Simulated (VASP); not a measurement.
# A VASP study of TaN (PBEsol): structure first, properties next

Aim: relax TaN, then compute properties on the relaxed cell. The steps: full relaxation (PBEsol), second relaxation, density, ELF and potential (PBEsol), bands along the symmetry lines (PBEsol), total and projected DOS (PBEsol), vibrations at Γ (PBEsol) and electric field gradients (PBEsol). The start is a computed cell from the Materials Project.

Calculated with VASP 6.6.1; PBEsol; plane waves and PAW (Ta_pv, N).

## (1) Set-up

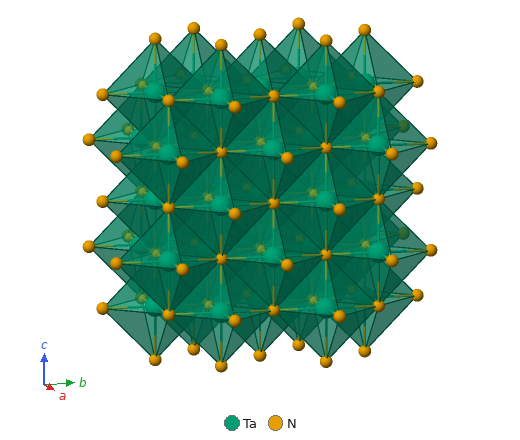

The starting structure, seen slightly off an axis (tantalum teal, nitrogen orange). 1×2×2 cells are drawn. This picture shows the conventional cell, with its axes. Some periodic images of atoms are drawn too.

Structure file:

```cif
data_structure
_symmetry_space_group_name_H-M 'Fm-3m'
_symmetry_Int_Tables_number 225
_cell_length_a 4.4226
_cell_length_b 4.4226
_cell_length_c 4.4226
_cell_angle_alpha 90.000
_cell_angle_beta 90.000
_cell_angle_gamma 90.000
_cell_volume 86.51
loop_
_atom_site_label
_atom_site_type_symbol
_atom_site_symmetry_multiplicity
_atom_site_Wyckoff_symbol
_atom_site_fract_x
_atom_site_fract_y
_atom_site_fract_z
_atom_site_occupancy
Ta1 Ta 4 b 0.50000 0.00000 0.00000 1
N1 N 4 a 0.00000 0.00000 0.00000 1
```

## (2) Full relaxation (PBEsol)

The start need not lie at this functional's minimum. ISIF = 3 frees volume, shape and positions, and EDIFFG sets the threshold on forces and stress at which the search stops. PBEsol restores the gradient expansion of exchange and is tuned for the cells of solids.

Input file INCAR:

```
SYSTEM = TaN
PREC = Accurate
ENCUT = 520
EDIFF = 1E-06
NELM = 100
ISMEAR = 0
SIGMA = 0.05
LREAL = .FALSE.
ALGO = Normal
GGA = PS
NBANDS = 14
LASPH = .TRUE.
LORBIT = 11
LWAVE = .FALSE.
LCHARG = .FALSE.
KPAR = 2
IBRION = 2
NSW = 60
ISIF = 3
EDIFFG = -0.01
```

Input file POSCAR:

```
TaN
1.0
    0.0000000000      2.2113230000      2.2113230000
    2.2113230000      0.0000000000      2.2113230000
    2.2113230000      2.2113230000      0.0000000000
Ta N
1 1
Direct
    0.5000000000      0.5000000000      0.5000000000
    0.0000000000      0.0000000000      0.0000000000
```

Input file KPOINTS:

```
Automatic mesh
0
Gamma
9 9 9
0 0 0
```

Potentials, in the order of the species: Ta_pv and N (PBE family, release 64).

On the command line:

```sh
> mpirun -np 2 vasp_std
```

The program printed:

```text
[banner, memory and clock lines left out]
running    2 mpi-ranks, on    1 nodes
 distrk:  each k-point on    1 cores,    2 groups
 distr:  one band on    1 cores,    1 groups

 POSCAR found type information on POSCAR TaN
 POSCAR found :  2 types and       2 ions
|                                                                             |
|               ----> ADVICE to this user running VASP <----                  |
|                                                                             |
|     You enforced a specific xc type in the INCAR file but a different       |
|     [... a line on the potential file left out ...]
|     I HOPE YOU KNOW WHAT YOU ARE DOING!                                     |
|                                                                             |

 LDA part: xc-table for (Slater+PW92), standard interpolation
 POSCAR, INCAR and KPOINTS ok, starting setup
 FFT: planning ... GRIDC
 FFT: planning ... GRID_SOFT
 FFT: planning ... GRID
 WAVECAR not read
 entering main loop
       N       E                     dE             d eps       ncg     rms          rms(c)
DAV:   1     0.920720517337E+02    0.92072E+02   -0.87244E+03   980   0.120E+03
DAV:   2    -0.229581156074E+02   -0.11503E+03   -0.10859E+03  1178   0.322E+02
DAV:   3    -0.259650559916E+02   -0.30069E+01   -0.29101E+01  1112   0.479E+01
DAV:   4    -0.259807915758E+02   -0.15736E-01   -0.15714E-01  1124   0.367E+00
DAV:   5    -0.259809067507E+02   -0.11517E-03   -0.11517E-03  1136   0.268E-01    0.235E+01
DAV:   6    -0.233355303852E+02    0.26454E+01   -0.57920E+00  1076   0.268E+01    0.987E+00
DAV:   7    -0.232350889166E+02    0.10044E+00   -0.36834E-01  1202   0.578E+00    0.675E+00
DAV:   8    -0.231992700290E+02    0.35819E-01   -0.14727E-01  1142   0.347E+00    0.134E+00
DAV:   9    -0.231948730487E+02    0.43970E-02   -0.13742E-02  1070   0.102E+00    0.372E-01
DAV:  10    -0.231947031579E+02    0.16989E-03   -0.53415E-04  1298   0.281E-01    0.104E-01
DAV:  11    -0.231946738628E+02    0.29295E-04   -0.57702E-05  1112   0.745E-02    0.170E-02
DAV:  12    -0.231946739087E+02   -0.45923E-07   -0.30306E-06  1220   0.167E-02
   1 F= -.23194674E+02 E0= -.23194154E+02  d E =-.231947E+02
 curvature:   0.00 expect dE= 0.000E+00 dE for cont linesearch  0.000E+00
 trial: gam= 0.00000 g(F)=  0.175E-60 g(S)=  0.130E+00 ort = 0.000E+00 (trialstep = 0.100E+01)
 search vector abs. value=  0.130E+00
 bond charge predicted
       N       E                     dE             d eps       ncg     rms          rms(c)
DAV:   1    -0.237474515436E+02   -0.55278E+00   -0.20553E+01  1022   0.522E+01    0.973E+00
DAV:   2    -0.232372916459E+02    0.51016E+00   -0.58935E-01  1118   0.836E+00    0.400E+00
DAV:   3    -0.230951696775E+02    0.14212E+00   -0.35824E-01  1232   0.667E+00    0.776E-01
DAV:   4    -0.230961158935E+02   -0.94622E-03   -0.57060E-03  1096   0.681E-01    0.432E-01
DAV:   5    -0.230964968502E+02   -0.38096E-03   -0.86044E-04  1322   0.311E-01    0.442E-02
DAV:   6    -0.230965103834E+02   -0.13533E-04   -0.36226E-05  1094   0.612E-02    0.201E-02
DAV:   7    -0.230965087210E+02    0.16623E-05   -0.62953E-07   940   0.930E-03    0.121E-03
DAV:   8    -0.230965087736E+02   -0.52558E-07   -0.48196E-08   652   0.245E-03
   2 F= -.23096509E+02 E0= -.23096072E+02  d E =0.981651E-01
[...]
3 F= -.23214701E+02 E0= -.23214213E+02  d E =-.200271E-01
 curvature:  -0.14 expect dE=-0.122E-04 dE for cont linesearch -0.122E-04
 ZBRENT: interpolating
 opt :   0.3028  next Energy=   -23.214713 (dE=-0.200E-01)
 bond charge predicted
       N       E                     dE             d eps       ncg     rms          rms(c)
DAV:   1    -0.232147443082E+02   -0.43212E-04   -0.10042E-03  1028   0.371E-01    0.638E-02
DAV:   2    -0.232147195953E+02    0.24713E-04   -0.29199E-05  1160   0.559E-02    0.261E-02
DAV:   3    -0.232147131647E+02    0.64306E-05   -0.17425E-05  1190   0.441E-02    0.466E-03
DAV:   4    -0.232147133252E+02   -0.16046E-06   -0.13758E-07   586   0.424E-03
   4 F= -.23214713E+02 E0= -.23214226E+02  d E =-.200394E-01
 curvature:  -0.13 expect dE=-0.155E-06 dE for cont linesearch -0.155E-06
 trial: gam=-0.00299 g(F)=  0.416E-59 g(S)=  0.117E-05 ort = 0.390E-03 (trialstep = 0.861E+00)
 search vector abs. value=  0.111E-09
 reached required accuracy - stopping structural energy minimisation
```

Elapsed: 12 s, on 2 MPI ranks of Intel Xeon Platinum 8559C (Emerald Rapids), shared host; peak memory 0.27 GiB; 22 s of CPU time.

Lines that name or quote the potential files are left out of all logs, and their timing lines are given in words.

OUTCAR, selected parts (step 2):

```text
ion  position               nearest neighbor table
   1  0.500  0.500  0.500-   2 2.21   2 2.21   2 2.21   2 2.21   2 2.21   2 2.21
   2  0.000  0.000  0.000-   1 2.21   1 2.21   1 2.21   1 2.21   1 2.21   1 2.21

  LATTYP: Found a face centered cubic cell.
 ALAT       =     4.4226460000

 Subroutine GETGRP returns: Found 48 space group operations
 (whereof 48 operations were pure point group operations)

The static configuration has the point symmetry O_h .

 Found     35 irreducible k-points:

   k-points           NKPTS =     35   k-points in BZ     NKDIM =     35   number of bands    NBANDS=     14

   dimension x,y,z NGX =    24 NGY =   24 NGZ =   24
   dimension x,y,z NGXF=    48 NGYF=   48 NGZF=   48

   ENCUT  =  520.0 eV  38.22 Ry    6.18 a.u.   5.81  5.81  5.81*2*pi/ulx,y,z

   NELECT =      16.0000    total number of electrons

 k-points in reciprocal lattice and weights: Automatic mesh
   0.00000000  0.00000000  0.00000000       0.001
   0.11111111  0.00000000  0.00000000       0.011
   0.22222222  0.00000000  0.00000000       0.011
   0.33333333  0.00000000  0.00000000       0.011
   0.44444444  0.00000000  0.00000000       0.011
   0.11111111  0.11111111  0.00000000       0.008
   0.22222222  0.11111111  0.00000000       0.033
   0.33333333  0.11111111  0.00000000       0.033
   0.44444444  0.11111111  0.00000000       0.033
[...]
-0.33333333  0.44444444  0.11111111       0.033
  -0.33333333  0.44444444  0.22222222       0.033

 average (electrostatic) potential at core
       1 -34.4436       2 -61.2255

 E-fermi :   9.4073

 k-point     1 :       0.0000    0.0000    0.0000
  band No.  band energies     occupation
    ...
      6       5.6900      2.00000
      7       5.6900      2.00000
      8       7.3529      2.00000
      9       7.3529      2.00000
     10       7.3529      2.00000
     11       9.5444      0.00011
     12       9.5444      0.00011
     13      11.1715      0.00000
     14      18.9006      0.00000

 k-point     2 :       0.1111    0.0000    0.0000
  band No.  band energies     occupation
    ...
      6       4.7805      2.00000
      7       4.7805      2.00000
      8       7.7931      2.00000
      9       7.7931      2.00000
     10       7.8655      2.00000
     11      10.6827      0.00000
     12      10.6827      0.00000
     13      12.0137      0.00000
     14      19.8139      0.00000

 k-point     3 :       0.2222    0.0000    0.0000
  band No.  band energies     occupation
    ...
      6       3.4442      2.00000
      7       3.4442      2.00000
      8       8.5177      2.00000
      9       8.7884      2.00000
     10       8.7884      2.00000
     11      12.9046      0.00000
     12      12.9046      0.00000
     13      13.6479      0.00000
     14      21.7180      0.00000

  Total       -0.0040197     -0.0040197     -0.0040197      0.0000000      0.0000000      0.0000000
  in kB       -0.3067132     -0.3067132     -0.3067132      0.0000000      0.0000000      0.0000000
  external PRESSURE =      -0.3067132 kB  Pullay stress =       0.0000000 kB

  energy-cutoff  :      520.00
  volume of cell :       21.00
      direct lattice vectors                 reciprocal lattice vectors
    -0.000000000  2.189680354  2.189680354    -0.228343831  0.228343831  0.228343831
     2.189680354  0.000000000  2.189680354     0.228343831 -0.228343831  0.228343831
     2.189680354  2.189680354 -0.000000000     0.228343831  0.228343831 -0.228343831

 POSITION                                       TOTAL-FORCE (eV/Angst)
 -----------------------------------------------------------------------------------
      2.18968      2.18968      2.18968        -0.000000      0.000000     -0.000000
      2.18968      4.37936      2.18968         0.000000     -0.000000      0.000000
 -----------------------------------------------------------------------------------
    total drift:                               -0.000000     -0.000000     -0.000000

  FREE ENERGIE OF THE ION-ELECTRON SYSTEM (eV)
  ---------------------------------------------------
  free  energy   TOTEN  =       -23.2147133252 eV

  energy  without entropy=      -23.2137393432  energy(sigma->0) =      -23.21422633

 reached required accuracy - stopping structural energy minimisation

 total charge
# of ion       s       p       d       tot
------------------------------------------
    1        0.277   6.231   2.473   8.981
    2        1.222   2.537   0.000   3.758
--------------------------------------------------
tot          1.499   8.767   2.473  12.739

[... 3 further parts left out ...]
```

CONTCAR:

```
TaN
   1.00000000000000
    -0.0000000000000000    2.1896803542271543    2.1896803542271543
     2.1896803542271543    0.0000000000000000    2.1896803542271543
     2.1896803542271543    2.1896803542271543   -0.0000000000000000
  Ta              N
     1     1
Direct
     0.5000000000000000    0.5000000000000000    0.5000000000000000
     1.0000000000000000    0.0000000000000000    1.0000000000000000
```

The k-mesh is coarse for a metal. The PAW data sets were made with PBE, which is usual practice but a small mismatch for other functionals. The run keeps the 48 symmetry operations of its start, so it cannot find a distortion of lower symmetry.

The steps of the relaxation:

```csv
step,energy less that of the first step (eV),largest force (eV/Å),pressure (GPa),volume (Å³)
1,0.0000,0.0000,-9.93,21.63
2,0.0982,0.0000,28.80,19.60
3,-0.0200,0.0000,-0.27,21.01
4,-0.0200,0.0000,-0.03,21.00
```

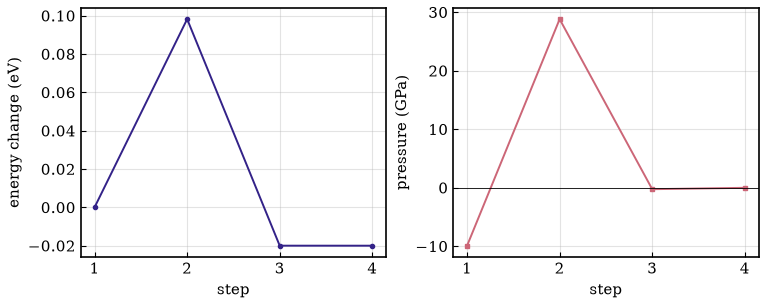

Energy and pressure along the relaxation.

```csv
"conventional cell, symmetrised",before,after,change
a (Å),4.423,4.379,-1.0 %
b (Å),4.423,4.379,-1.0 %
c (Å),4.423,4.379,-1.0 %
volume (Å³/atom),10.81,10.50,-2.9 %
```

The relaxed structure:

```xyz
2
Lattice="0.0000 2.1897 2.1897 2.1897 0.0000 2.1897 2.1897 2.1897 0.0000" Properties=species:S:1:pos:R:3 pbc="T T T"
Ta    2.1897    2.1897    2.1897
N     0.0000    0.0000    0.0000
```

Numbers from this step:

```yaml
electrons: 16
bands: 14
irreducible_k_points: 35
symmetry_operations: 48
free_energy_toten: -23.21 eV
energy_at_zero_smearing: -23.21 eV
fermi_energy: 9.407 eV
pressure: -0.03067 GPa
metallic: yes
scf_cycles_over_all_ionic_steps: 31
```

It ends with forces that vanish by symmetry and a pressure of -0.03 GPa.

## (3) Second relaxation

A relaxation keeps the plane waves of the cell it began with, so it is repeated from the new cell, on a basis made for it.

INCAR is that of step 2.

Input file POSCAR:

```
TaN
1.0
    0.0000000000      2.1896803542      2.1896803542
    2.1896803542      0.0000000000      2.1896803542
    2.1896803542      2.1896803542      0.0000000000
Ta N
1 1
Direct
    0.5000000000      0.5000000000      0.5000000000
    0.0000000000      0.0000000000      0.0000000000
```

KPOINTS is that of step 2.

On the command line:

```sh
> mpirun -np 2 vasp_std
```

The program printed:

```text
[banner, memory and clock lines left out]
running    2 mpi-ranks, on    1 nodes
 distrk:  each k-point on    1 cores,    2 groups
 distr:  one band on    1 cores,    1 groups

 POSCAR found type information on POSCAR TaN
 POSCAR found :  2 types and       2 ions
 [... a notice as in an earlier step ...]

 LDA part: xc-table for (Slater+PW92), standard interpolation
 POSCAR, INCAR and KPOINTS ok, starting setup
 FFT: planning ... GRIDC
 FFT: planning ... GRID_SOFT
 FFT: planning ... GRID
 WAVECAR not read
 entering main loop
       N       E                     dE             d eps       ncg     rms          rms(c)
DAV:   1     0.871389019221E+02    0.87139E+02   -0.88188E+03   980   0.121E+03
DAV:   2    -0.230151259721E+02   -0.11015E+03   -0.10401E+03  1190   0.313E+02
DAV:   3    -0.259824912140E+02   -0.29674E+01   -0.29365E+01  1112   0.482E+01
DAV:   4    -0.259981453441E+02   -0.15654E-01   -0.15648E-01  1148   0.361E+00
DAV:   5    -0.259982508597E+02   -0.10552E-03   -0.10551E-03  1118   0.263E-01    0.250E+01
DAV:   6    -0.233403666493E+02    0.26579E+01   -0.56563E+00  1088   0.269E+01    0.106E+01
DAV:   7    -0.232528188321E+02    0.87548E-01   -0.36108E-01  1208   0.572E+00    0.714E+00
DAV:   8    -0.232186019443E+02    0.34217E-01   -0.13288E-01  1172   0.329E+00    0.140E+00
DAV:   9    -0.232143557633E+02    0.42462E-02   -0.12954E-02  1082   0.987E-01    0.373E-01
DAV:  10    -0.232141940904E+02    0.16167E-03   -0.56932E-04  1304   0.293E-01    0.103E-01
DAV:  11    -0.232141631948E+02    0.30896E-04   -0.60845E-05  1114   0.802E-02    0.188E-02
DAV:  12    -0.232141630801E+02    0.11470E-06   -0.34009E-06  1256   0.180E-02
   1 F= -.23214163E+02 E0= -.23213676E+02  d E =-.232142E+02
 curvature:   0.00 expect dE= 0.000E+00 dE for cont linesearch  0.000E+00
 trial: gam= 0.00000 g(F)=  0.100E-59 g(S)=  0.153E-05 ort = 0.000E+00 (trialstep = 0.100E+01)
 search vector abs. value=  0.153E-05
 reached required accuracy - stopping structural energy minimisation
```

Run time: 5.2 s. Hardware: 2 MPI ranks; peak memory 0.27 GiB.

From OUTCAR (step 3):

```text
  LATTYP: Found a face centered cubic cell.
 ALAT       =     4.3793607084

The static configuration has the point symmetry O_h .

 Found     35 irreducible k-points:

   ENCUT  =  520.0 eV  38.22 Ry    6.18 a.u.   5.76  5.76  5.76*2*pi/ulx,y,z

   NELECT =      16.0000    total number of electrons

 E-fermi :   9.4073

 k-point     1 :       0.0000    0.0000    0.0000
  band No.  band energies     occupation
    ...
      6       5.6902      2.00000
      7       5.6902      2.00000
      8       7.3529      2.00000
      9       7.3529      2.00000
     10       7.3529      2.00000
     11       9.5444      0.00011
     12       9.5444      0.00011
     13      11.1718      0.00000
     14      18.9005      0.00000

 k-point     2 :       0.1111    0.0000    0.0000
  band No.  band energies     occupation
    ...
      6       4.7807      2.00000
      7       4.7807      2.00000
      8       7.7931      2.00000
      9       7.7931      2.00000
     10       7.8655      2.00000
     11      10.6827      0.00000
     12      10.6827      0.00000
     13      12.0139      0.00000
     14      19.8139      0.00000

  Total       -0.0045970     -0.0045970     -0.0045970     -0.0000000      0.0000000     -0.0000000
  in kB       -0.3507617     -0.3507617     -0.3507617     -0.0000000      0.0000000     -0.0000000
  external PRESSURE =      -0.3507617 kB  Pullay stress =       0.0000000 kB

  energy-cutoff  :      520.00
  volume of cell :       21.00
      direct lattice vectors                 reciprocal lattice vectors
     0.000000000  2.189680354  2.189680354    -0.228343831  0.228343831  0.228343831
     2.189680354  0.000000000  2.189680354     0.228343831 -0.228343831  0.228343831
     2.189680354  2.189680354  0.000000000     0.228343831  0.228343831 -0.228343831

 POSITION                                       TOTAL-FORCE (eV/Angst)
 -----------------------------------------------------------------------------------
      2.18968      2.18968      2.18968        -0.000000     -0.000000      0.000000
      0.00000      0.00000      0.00000         0.000000      0.000000     -0.000000
 -----------------------------------------------------------------------------------
    total drift:                                0.000000     -0.000000     -0.000000

  FREE ENERGIE OF THE ION-ELECTRON SYSTEM (eV)
  ---------------------------------------------------
  free  energy   TOTEN  =       -23.2141630801 eV

  energy  without entropy=      -23.2131890730  energy(sigma->0) =      -23.21367608

 total charge
# of ion       s       p       d       tot
------------------------------------------
    1        0.277   6.231   2.473   8.981
    2        1.222   2.537   0.000   3.759
--------------------------------------------------
tot          1.500   8.767   2.473  12.740

[... 5 parts as in an earlier step ...]

[... 6 further parts left out ...]
```

Little changed from the start: no atom moved by 0.005 Å and no cell edge by 0.1 %.

Numbers from this step:

```
pressure                        : -0.03508 GPa
SCF cycles over all ionic steps : 12
```

It ends with forces that vanish by symmetry and a pressure of -0.04 GPa. The volume moved by under 0.01 %: the run met its threshold at the first step.

[end of part 1 of 3]

[Lines on the potential files, build, host, timing and source positions are cut from VASP's logs without a mark.]

[Logs are printed without paths, hosts, clocks, repeated set-up lines and the standing remarks that a program may print on its own settings, such as how far it seeks lower states.]

[Hosts, paths, dates, database ids (printed as entryN), source tags and the programs' standing remarks are cut or masked in the printed files.]

[A measured line is paired with the nearest computed mode of its activity, which favours agreement.]
